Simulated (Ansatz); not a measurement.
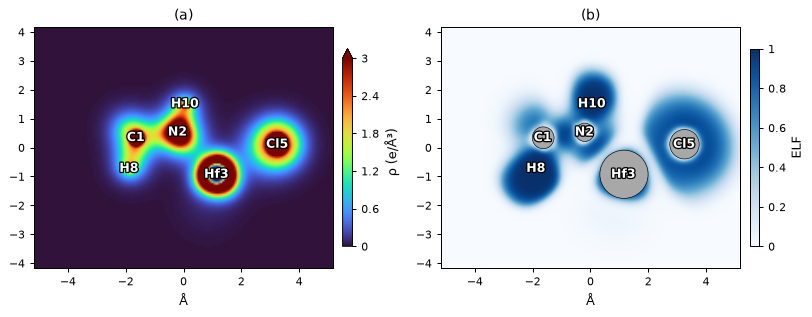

The picture shows: CH4Cl3HfN. (a) electron density; (b) electron localisation function on the plane of atoms C1, N2 and Hf3. Grey discs cover the atomic cores in the ELF map.

Geometry: PBE0-D4/def2-TZVP; core potentials replace the inner electrons of Hf.

The calculation used RKS PBE0-D4/def2-TZVPP in Ansatz 0.2.0.

Input

```
crystal:
  periodic: [false, false, false]
  atoms:
    - {symbol: C, position_ang: [0.279250, -1.215122, 0.913818]}
    - {symbol: N, position_ang: [0.659298, -0.294639, -0.143213]}
    - {symbol: Hf, position_ang: [-0.445020, 1.215627, -0.812167]}
    - {symbol: Cl, position_ang: [-2.474048, 0.307167, -1.559837]}
    - {symbol: Cl, position_ang: [0.792253, 2.249906, -2.504888]}
    - {symbol: Cl, position_ang: [-0.876950, 2.617165, 1.018330]}
    - {symbol: H, position_ang: [0.229200, -2.247379, 0.553483]}
    - {symbol: H, position_ang: [-0.712384, -0.959761, 1.298303]}
    - {symbol: H, position_ang: [0.973688, -1.170842, 1.758690]}
    - {symbol: H, position_ang: [1.574703, -0.502131, -0.522509]}
basis:
  gaussian: {orbitals: def2-TZVPP}
hamiltonian: {xc: pbe0, dispersion: d4}
output: {orbitals: {seedname: orbitals}}
```

Run with:

```sh
ansatz run in.yaml --threads 4 --pin off --events-out ev --progress --plain --max-ram 11315MiB
```

Read the bonding off the picture.

Answer. Atoms in the plane: C, N, Hf, Cl and H.
C–N (1.45 Å): ρ is about 1.9 e/Å³ halfway; the ELF peaks at about 0.90 between the atoms: a shared electron pair.
Hf–N (1.99 Å): the density is about 0.93 e/Å³ at the midpoint; the ELF peaks at about 0.90 in the valence shell of N, 0.6 Å from its nucleus, and is about 0.30 at the midpoint.
Hf–Cl (2.34 Å): ρ is about 0.62 e/Å³ halfway; the ELF peaks at about 0.85 in the valence shell of Cl, 0.8 Å from its nucleus, and is about 0.35 at the midpoint.
N–H (1.01 Å): ρ is about 2.9 e/Å³ halfway; the ELF climbs to about 1 towards the hydrogen, as it does in any bond to H: a covalent bond by its length.
C–H (1.09 Å): ρ is about 2 e/Å³ halfway; the ELF climbs to about 1 towards the hydrogen: an ordinary covalent bond to hydrogen.
